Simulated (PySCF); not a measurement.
**PBE0/6-31G run of H3O+ (oxonium)**

What is the vertical ionisation energy of H3O+ (oxonium) at PBE0/6-31G? 

The results are computed with PySCF 2.14.0.

5 further runs of the same task are left out: 5 set aside as unsound or not needed.

### 1 Starting point

H3O+ has 4 atoms, charge +1, and is taken as a singlet. SMILES: `[OH3+]`. The coordinates come from a PBE0-D4/def2-TZVP relaxation.

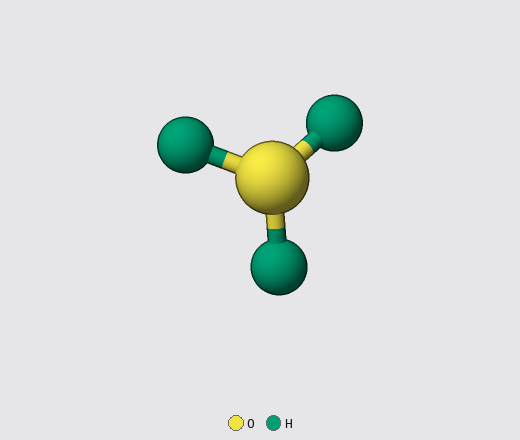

The structure, seen from a chosen angle (oxygen yellow, hydrogen teal).

### 2 A single-point energy at PBE0/6-31G

calc.py

```python
from pyscf import gto, dft

mol = gto.Mole()
mol.atom = [
    ('O', (0.181970, -0.056700, -0.052760)),
    ('H', (0.219060, 0.918440, 0.015140)),
    ('H', (-0.408890, -0.368290, -0.767380)),
    ('H', (0.007860, -0.493450, 0.805020)),
]
mol.charge = 1
mol.basis = '6-31g'
mol.verbose = 3
mol.max_memory = 1860
mol.build()

calc0 = dft.RKS(mol, xc='pbe0')
calc0.grids.level = 5
calc0.conv_tol = 1e-10
calc0.kernel()
if not calc0.converged:
    calc0 = calc0.newton().run(calc0.mo_coeff, calc0.mo_occ)

etot = calc0.e_tot
print('Final energy', etot)
```

Run with:

```console
$ OMP_NUM_THREADS=1 python calc.py
```

Standard output:

```text
converged SCF energy = -76.5889831096223
Final energy -76.58898310962233
```

Run time: 0.9 s. Hardware: 1 thread of Intel Xeon 6975P-C (Granite Rapids), shared host; peak memory 0.17 GiB.

### 3 Doublet [H3O]2+ at the same level

calc.py

```python
from pyscf import gto, dft

mol = gto.M(
    atom=[
    ('O', (0.181970, -0.056700, -0.052760)),
    ('H', (0.219060, 0.918440, 0.015140)),
    ('H', (-0.408890, -0.368290, -0.767380)),
    ('H', (0.007860, -0.493450, 0.805020)),
],
    spin=1,
    max_memory=1860,
    verbose=4,
    charge=2,
    basis='6-31g',
)

mf = dft.UKS(mol, xc='pbe0')
mf.conv_tol = 1e-10
mf.grids.level = 5
mf.kernel()
if not mf.converged:
    mf = mf.newton().run(mf.mo_coeff, mf.mo_occ)

energy = mf.e_tot
print('E = %.10f Eh' % energy)
```

Run with:

```console
$ OMP_NUM_THREADS=1 python calc.py
```

Standard output:

```text
PySCF version 2.14.0

[INPUT] num. atoms = 4
[INPUT] num. electrons = 9
[INPUT] charge = 2
[INPUT] spin (= nelec alpha-beta = 2S) = 1
[INPUT] symmetry False subgroup None
[INPUT] Mole.unit = angstrom
[INPUT] Symbol           X                Y                Z      unit          X                Y                Z       unit  Magmom
[INPUT]  1 O      0.181970000000  -0.056700000000  -0.052760000000 AA    0.343873462887  -0.107147471263  -0.099701950332 Bohr   0.0
[INPUT]  2 H      0.219060000000   0.918440000000   0.015140000000 AA    0.413963404847   1.735600061846   0.028610453526 Bohr   0.0
[INPUT]  3 H     -0.408890000000  -0.368290000000  -0.767380000000 AA   -0.772690115073  -0.695967234416  -1.450138033469 Bohr   0.0
[INPUT]  4 H      0.007860000000  -0.493450000000   0.805020000000 AA    0.014853247339  -0.932485356167   1.521267324797 Bohr   0.0

[... 73 lines left out ...]
converged SCF energy = -75.686610565409  <S^2> = 0.75199129  2S+1 = 2.0019903
E = -75.6866105654 Eh
```

Run time: 1.6 s. Hardware: 1 thread of Intel Xeon 6975P-C (Granite Rapids), shared host; peak memory 0.18 GiB.

### 4 Outcome

Level: PBE0/6-31G.

```
                                            quantity         value
                          singlet H3O+: total energy  -76.58898 Eh
                           singlet H3O+: HOMO energy     -20.35 eV
                           singlet H3O+: LUMO energy      -6.82 eV
                         singlet H3O+: HOMO–LUMO gap      13.53 eV
                       doublet [H3O]2+: total energy  -75.68661 Eh
 doublet [H3O]2+: HOMO energy (highest over α and β)     -37.38 eV
  doublet [H3O]2+: LUMO energy (lowest over α and β)     -28.53 eV
                               doublet [H3O]2+: ⟨S²⟩         0.752
vertical ionisation energy (to the doublet dication)     24.555 eV
```

What this shows: The vertical ionisation energy comes to 24.55 eV (2369 kJ/mol). The negative HOMO energy of the first species, 20.35 eV, lies 4.21 eV below that difference. Mulliken charges (doublet [H3O]2+) run from -0.01 on O1 to +0.67 on H2.
